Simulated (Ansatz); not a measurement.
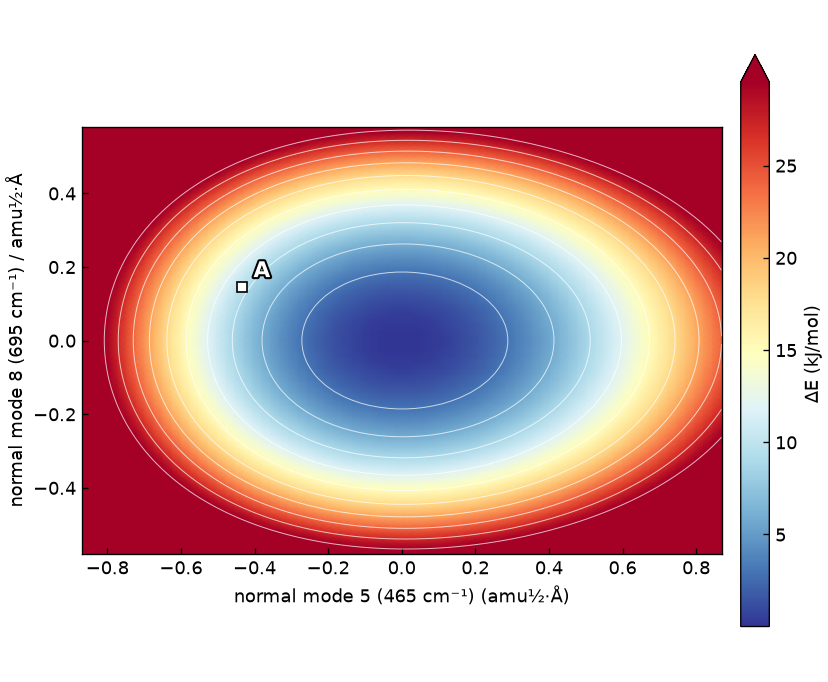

FGaH₃OSi, SMILES [F][Ga][O][SiH3], spin multiplicity 2. The first coordinate is: normal mode 5 (465 cm⁻¹); the second: normal mode 8 (695 cm⁻¹). Nothing is relaxed (straight displacements along the two mass-weighted modes). The grid has 9 × 9 points. Points are written as (first, second). Energies are in kJ/mol, from the lowest grid point. Method: UKS PBE-D4/def2-SVP in Ansatz.

The picture shows a smooth colour map with a few white contour lines, one colour for all values above the top of the scale, the point A. Between grid points the surface is interpolated.

Question: Which way does the force act at A, and how strong is it?

Answer: A, at (−0.434 amu½·Å, 0.145 amu½·Å), is not a stationary point. The computed force is 39 kJ/mol for each amu½·Å towards larger values of normal mode 5 (465 cm⁻¹) and 26 kJ/mol for each amu½·Å towards smaller values of normal mode 8 (695 cm⁻¹).
